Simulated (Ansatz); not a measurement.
# BH₄ (doublet): correlated methods under varied settings at distance H1–H2 along a hydrogen transfer = 0.847 Å

Aim: run BH₄ (doublet) at one geometry under a spread of methods and options, and see what each costs and gives.

Method: the settings change from run to run; program: Ansatz 0.2.0, Gaussian basis.

7 further runs of the same task are left out: 3 that didn't finish, 4 set aside as unsound or not needed.

**1. What is computed**

The geometry derives from fragments relaxed apart (PBE0/def2-TZVP) and kept rigid, so it is no stationary point. A hydrogen atom is moved between rigid fragments.

5 atoms, charge 0, spin multiplicity 2.

Atoms are counted from 1 here; the program's logs count them from 0.

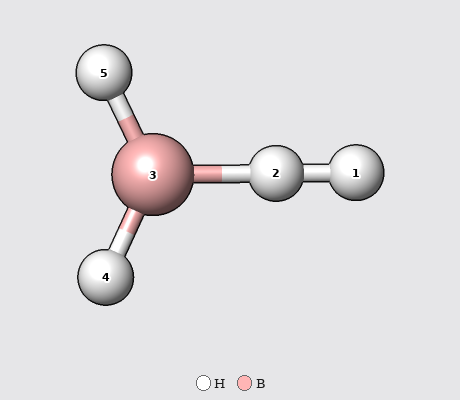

The structure; hydrogen white, boron pink; atoms are numbered from 1 in the order of the file.

**2. CASCI(1,6)/6-31G**

in.yaml reads:

```yaml
crystal:
  periodic: [false, false, false]
  atoms:
    - {symbol: H, position_ang: [-1.987247, 0.000000, 0.000000]}
    - {symbol: H, position_ang: [-1.140247, 0.000000, 0.000000]}
    - {symbol: B, position_ang: [0.165753, 0.000000, 0.000000]}
    - {symbol: H, position_ang: [0.674826, 0.000000, 1.077008]}
    - {symbol: H, position_ang: [0.674826, 0.000000, -1.077008]}
basis:
  gaussian: {orbitals: 6-31G}
magnetization: {spin_polarized: false, initial_magnetization: 1}
correlation: {active_space: {window: {electrons: 1, orbitals: 6}, fixed_orbitals: true}}
```

Run with:

```sh
$ ansatz run in.yaml --threads 1 --pin off --events-out ev --progress --plain --max-ram 2393MiB
```

Output:

```text
Functional definition: HF
  name "HF"
  cite "Fock, Z. Phys. 61, 126 (1930) doi:10.1007/BF01340294"
  parent pbe
  exchange = exact_x
  correlation = 0
254 factors; integrals over basis functions are off by at most 5.3e-4 eV
mean field evaluation 1: about -729.2080 eV, gradient 9.2e0 eV
mean field evaluation 2: about -729.2038 eV, gradient 9.2e0 eV
mean field evaluation 4: about -729.8104 eV, gradient 7.2e-1 eV
mean field evaluation 8: about -729.8198 eV, gradient 9.4e-3 eV
mean field evaluation 16: about -729.1017 eV, gradient 2.6e-2 eV
mean field evaluation 32: about -729.1022 eV, gradient 3.2e-3 eV
mean field -729.81978027 eV, -26.8203822355 hartree, gradient 1.9e-6 eV, S^2 0.750000; 4 other end points of the search recorded, 0 dependent functions left out
reference -729.81978027 eV, -26.8203822355 hartree; 5, 4 occupied and 12, 13 virtual orbitals, 254 factors
state -729.81978027 eV, -26.8203822355 hartree
Total energy: -729.81978027 eV, -26.8203822355 hartree
```

Run time: 0.15 s. Hardware: 1 thread of Arm Neoverse N1, shared host.

From the report: 3 determinants; active occupations 1.00, 0.00, 0.00, 0.00, 0.00, 0.00. With so small a space the active step adds no correlation: the energy is the mean field's.

**3. MP2 on ROHF/cc-pVDZ**

in.yaml: that of step 2 with these lines changed.

```diff
@@ -9,4 +9,5 @@
 basis:
-  gaussian: {orbitals: 6-31G}
+  gaussian: {orbitals: cc-pVDZ}
 magnetization: {spin_polarized: false, initial_magnetization: 1}
-correlation: {active_space: {window: {electrons: 1, orbitals: 6}, fixed_orbitals: true}}
+correlation: {method: mp2, electrons: outside_noble_gas}
+output: {forces: true}
```

Launched as before.

Output (excerpt; [...] marks lines left out):

```text
Functional definition: HF
  name "HF"
  cite "Fock, Z. Phys. 61, 126 (1930) doi:10.1007/BF01340294"
  parent pbe
[...]
303 factors; integrals over basis functions are off by at most 1.2e-3 eV
[...]
mean field -730.23535093 eV, -26.8356541753 hartree, gradient 2.5e-6 eV, S^2 0.750000; 6 other end points of the search recorded, 0 dependent functions left out
[...]
1 core orbitals not correlated: weight in the atoms' cores, before any rotation towards them, 1.000 or more for the frozen orbitals, at most 0.000 for the correlated occupied ones
reference -730.23535093 eV, -26.8356541753 hartree; 4, 3 occupied and 29, 30 virtual orbitals, 303 factors
second order -2.87547017 eV of doubles, -0.10079642 eV of singles
[...]
Total energy: -733.21161752 eV, -26.9450299553 hartree
Atom 0 at    -1.987247     0.000000     0.000000 Å, force    -3.012057     0.000000    -0.000000 eV/Å
Atom 1 at    -1.140247     0.000000     0.000000 Å, force     1.102420    -0.000000     0.000000 eV/Å
Atom 2 at     0.165753     0.000000     0.000000 Å, force     1.173253     0.000000     0.000000 eV/Å
Atom 3 at     0.674826     0.000000     1.077008 Å, force     0.368192     0.000000     0.133810 eV/Å
Atom 4 at     0.674826     0.000000    -1.077008 Å, force     0.368192    -0.000000    -0.133810 eV/Å
Dipole moment:     0.197061    -0.000000     0.000000 e Å
```

Wall time 0.6 s (1 thread of Arm Neoverse N1, shared host).

**4. CASCI(3,3)/6-31G**

in.yaml: that of step 3 with these lines changed.

```diff
@@ -9,5 +9,6 @@
 basis:
-  gaussian: {orbitals: cc-pVDZ}
+  gaussian: {orbitals: 6-31G}
 magnetization: {spin_polarized: false, initial_magnetization: 1}
-correlation: {method: mp2, electrons: outside_noble_gas}
+correlation: {active_space: {window: {electrons: 3, orbitals: 3}, fixed_orbitals: true}}
+accuracy: high
 output: {forces: true}
```

The command is unchanged.

Output (excerpt; [...] marks lines left out):

```text
Functional definition: HF
  name "HF"
  cite "Fock, Z. Phys. 61, 126 (1930) doi:10.1007/BF01340294"
  parent pbe
[...]
405 factors; integrals over basis functions are off by at most 2.4e-9 eV
[...]
mean field -729.81979003 eV, -26.8203825939 hartree, gradient 3.7e-8 eV, S^2 0.750000; 4 other end points of the search recorded, 0 dependent functions left out
reference -729.81979003 eV, -26.8203825939 hartree; 5, 4 occupied and 12, 13 virtual orbitals, 405 factors
state -729.82913018 eV, -26.8207258382 hartree
[...]
Total energy: -729.82913018 eV, -26.8207258382 hartree
Atom 0 at    -1.987247     0.000000     0.000000 Å, force    -2.993016    -0.000000     0.000000 eV/Å
Atom 1 at    -1.140247     0.000000     0.000000 Å, force     1.512948     0.000000     0.000000 eV/Å
Atom 2 at     0.165753     0.000000     0.000000 Å, force     1.084474     0.000000    -0.000000 eV/Å
Atom 3 at     0.674826     0.000000     1.077008 Å, force     0.197797    -0.000000    -0.324037 eV/Å
Atom 4 at     0.674826     0.000000    -1.077008 Å, force     0.197797    -0.000000     0.324037 eV/Å
Dipole moment:     0.198233     0.000000    -0.000000 e Å
```

Run time: 0.36 s. Hardware: 1 thread of Arm Neoverse N1, shared host.

From the report: 2 determinants; active occupations 2.00, 1.00, 0.00.

**5. MRCISD+Q(1,8)/def2-mTZVP**

in.yaml: that of step 4 with these lines changed.

```diff
@@ -9,6 +9,4 @@
 basis:
-  gaussian: {orbitals: 6-31G}
+  gaussian: {orbitals: def2-mTZVP}
 magnetization: {spin_polarized: false, initial_magnetization: 1}
-correlation: {active_space: {window: {electrons: 3, orbitals: 3}, fixed_orbitals: true}}
-accuracy: high
-output: {forces: true}
+correlation: {method: fic_mrcisd_q, electrons: valence, active_space: {window: {electrons: 1, orbitals: 8}, states: [{multiplicity: 2, weights: [0.5, 1]}], root: 1}}
```

The command is unchanged.

Output (excerpt; [...] marks lines left out):

```text
Functional definition: HF
  name "HF"
  cite "Fock, Z. Phys. 61, 126 (1930) doi:10.1007/BF01340294"
  parent pbe
[...]
542 factors; integrals over basis functions are off by at most 2.5e-7 eV
[...]
mean field -730.35408607 eV, -26.8400176112 hartree, gradient 2.0e-6 eV, S^2 0.750000; 4 other end points of the search recorded, 0 dependent functions left out
reference -730.35408607 eV, -26.8400176112 hartree; 5, 4 occupied and 26, 27 virtual orbitals, 542 factors
state -730.04019334 eV, -26.8284822661 hartree
state -729.58957158 eV, -26.8119222219 hartree
contracted CI cycle   1: correlation 0.00000000 eV, 0.0000000000 hartree, residual 1.39e1 eV
contracted CI cycle   2: correlation -2.97266863 eV, -0.1092435574 hartree, residual 2.47e0 eV
contracted CI cycle   3: correlation -3.10100443 eV, -0.1139598108 hartree, residual 6.92e-1 eV
contracted CI cycle   4: correlation -3.11199788 eV, -0.1143638126 hartree, residual 2.34e-1 eV
[...]
contracted CI cycle   1: correlation 0.00000000 eV, 0.0000000000 hartree, residual 1.40e1 eV
contracted CI cycle   2: correlation -2.93480331 eV, -0.1078520324 hartree, residual 2.79e0 eV
contracted CI cycle   3: correlation -3.09162604 eV, -0.1136151612 hartree, residual 8.48e-1 eV
contracted CI cycle   4: correlation -3.10600369 eV, -0.1141435303 hartree, residual 2.60e-1 eV
contracted CI cycle   5: correlation -3.10724099 eV, -0.1141890003 hartree, residual 7.24e-2 eV
contracted CI cycle   6: correlation -3.10735606 eV, -0.1141932291 hartree, residual 2.82e-2 eV
contracted CI cycle   7: correlation -3.10737086 eV, -0.1141937730 hartree, residual 9.17e-3 eV
contracted CI cycle   8: correlation -3.10737214 eV, -0.1141938199 hartree, residual 2.34e-3 eV
contracted CI cycle   9: correlation -3.10737224 eV, -0.1141938236 hartree, residual 6.89e-4 eV
state -729.58957158 eV, -26.8119222219 hartree; corrected -732.91253574 eV, -26.9340389026 hartree
WARN: 6 active orbitals are nearly empty or full. The corrections depend on them more than the energy does, and are more stable in an active space without them
Total energy: -732.91253574 eV, -26.9340389026 hartree
```

Wall time 4.3 s (1 thread of Arm Neoverse N1, shared host).

From the report: 4 determinants; active occupations (of the averaged states) 0.67, 0.33, 0.00, 0.00, 0.00, 0.00, 0.00, 0.00. The report marks this result as in doubt.

**6. The runs in one table**

Where basis and cores are those of an earlier FCI/6-31G run (-732.1986 eV), and the state is the same kind, the miss against it is given. † marks a result that the program doubts.

| level | correlated | functions | energy (eV) | from FCI (meV) | time |
| --- | --- | --- | --- | --- | --- |
| CASCI(1,6)/6-31G |  | 17 | -729.8198 | 2378.9 | 0.15 s |
| MP2 on ROHF/cc-pVDZ | outside noble gas | 34 | -733.2116 |  | 0.6 s |
| CASCI(3,3)/6-31G |  | 17 | -729.8291 | 2369.5 | 0.36 s |
| MRCISD+Q(1,8)/def2-mTZVP (excited root 1 of an average) † | valence | 31 | -732.9125 |  | 4.3 s |

**7. Summary of results**

| quantity | value |
| --- | --- |
| runs | 4 |
| quickest | CASCI(1,6)/6-31G, 0.15 s |
| slowest | MRCISD+Q(1,8)/def2-mTZVP (excited root 1 of an average) †, 4.3 s |

In words: Total energies in different bases, with other cores or another treatment of relativity can't be set against each other. MRCISD+Q(1,8)/def2-mTZVP (excited root 1 of an average) † took 29 times as long as CASCI(1,6)/6-31G; the jobs differ in more than the method. Hartree-Fock, CASSCF and CASCI lack dynamic correlation by design.
